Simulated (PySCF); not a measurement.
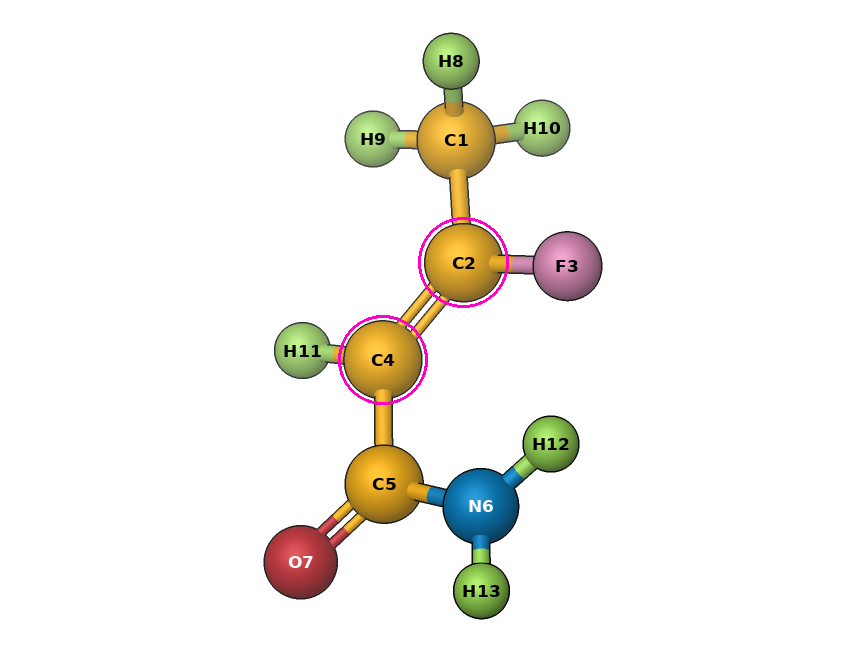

Distant atoms are faded towards the background colour. Circles mark the stereogenic atoms. The computed structure is the end point of a GFN2-xTB optimisation. No frequency run is at hand to confirm it as a minimum.

Q: Assign CIP descriptors.

A: C2=C4: Z.
